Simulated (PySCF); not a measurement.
# C$_{4}$H$_{10}$PSi (doublet): what the fields show

```
atom    x (Å)    y (Å)    z (Å)
   C  -2.1366   0.2640  -0.9503
   C  -1.5241   0.4327   0.4397
   C  -0.1276  -0.0442   0.4348
   C   0.4940  -1.0848   0.9674
  Si   2.2849  -0.9880   0.3651
   P   1.3915   0.8006  -0.6428
   H  -3.1452   0.6704  -0.9771
   H  -1.5258   0.7864  -1.6854
   H  -2.1746  -0.7888  -1.2217
   H  -1.5396   1.4931   0.7105
   H  -2.1072  -0.1229   1.1820
   H   0.0347  -1.7999   1.6345
   H   2.7165  -2.0378  -0.5572
   H   3.3001  -0.7659   1.3973
   H   1.5679   1.7852   0.3230
   H   2.4835   1.4090  -1.4313
```

Geometry: GFN2-xTB.

Method: PySCF 2.14.0, density-fitted response routines, UKS B3LYP, pcH-1 on C H P Si, non-relativistic, mean-field spin-orbit, GIAO.

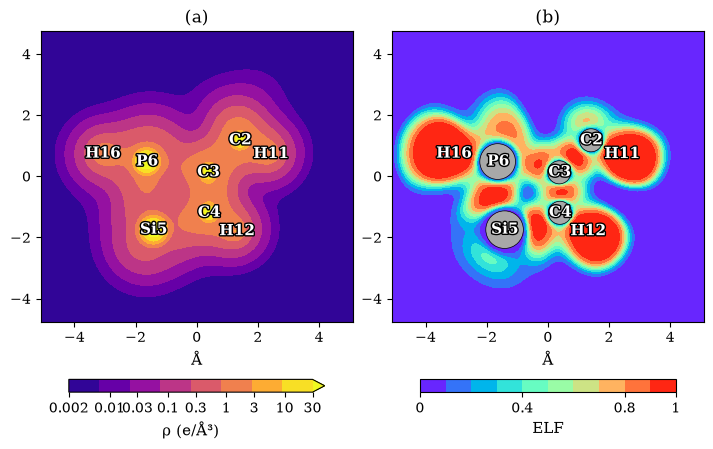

Figure 1. (a) total electron density; (b) ELF on the plane of atoms Si5, C4 and H12. Grey discs cover the atomic cores in the ELF map.

Describe what can be read from this map.

The plane passes through C, Si, P and H nuclei.
C–C (1.32 Å): ρ is about 2.3 e/Å³ halfway; the ELF peaks at about 0.90 between the atoms: a short, multiple covalent bond.
C–Si (1.89 Å): the density is about 0.91 e/Å³ at the midpoint; the ELF peaks at about 0.95 between the atoms: a shared electron pair.
C–P (2.05 Å): ρ is about 0.74 e/Å³ halfway; the ELF peaks at about 0.90 between the atoms (a covalent bond).
Si–P (2.24 Å): ρ is about 0.75 e/Å³ halfway; the ELF peaks at about 0.95 between the atoms: localised, covalent bonding.
C–H (1.08 Å): ρ at the midpoint is about 2 e/Å³; the ELF climbs to about 1 towards the hydrogen, as it does in any bond to H: a covalent bond by its length.

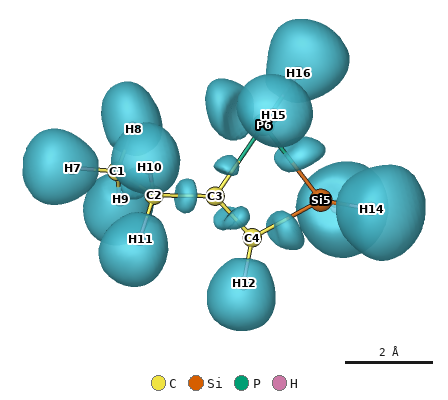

Figure 2. Isosurface of the electron localisation function at 0.85 (cyan), seen at a tilt. Core shells and regions of very low density are left out.

Describe the localisation domains.

At this value the surface marks out three regions between bonded C–C atoms (shared pairs), one region between bonded C–P atoms (shared pairs), one region between bonded C–Si atoms (shared pairs), one region between bonded P–Si atoms (shared pairs), ten regions around hydrogen nuclei and one lobe on P, pointing away from the bonds (non-bonding electrons).

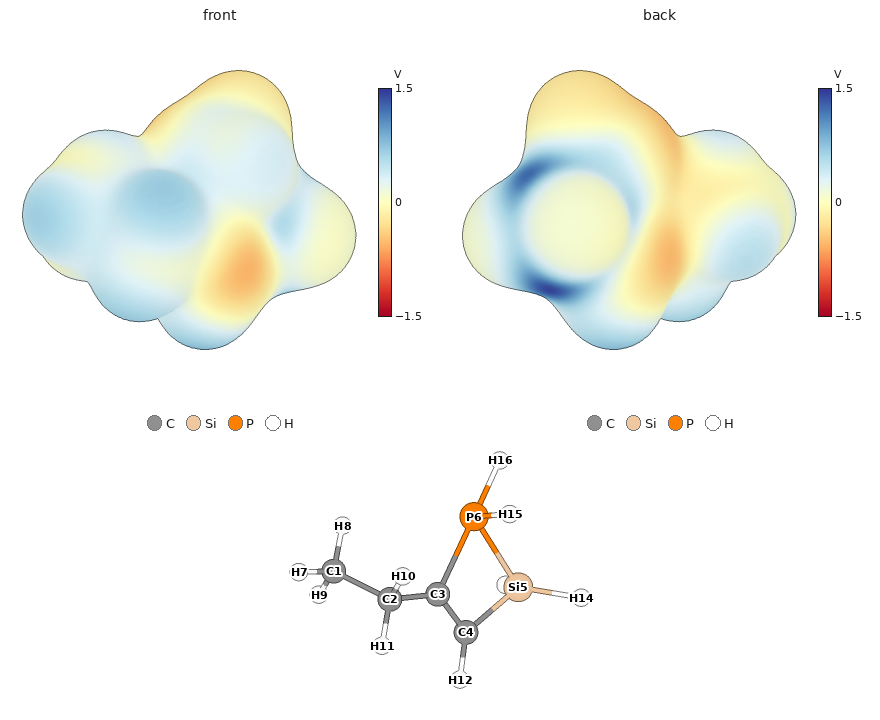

Figure 3. The electrostatic potential painted on the density surface at 0.002 e/bohr³, seen from the front and from behind; red is negative and blue positive. The bare structure is drawn below in the same view.

Which sites attract a positive test charge, and which a negative one?

A positive charge is drawn to the negative regions and a negative charge to the positive ones. The most negative region (about −0.5 V, or −12 kcal/mol for a unit charge) lies over the π face of C3 and C4, the most positive (about +1.2 V, or +28 kcal/mol for a unit charge) over Si5.
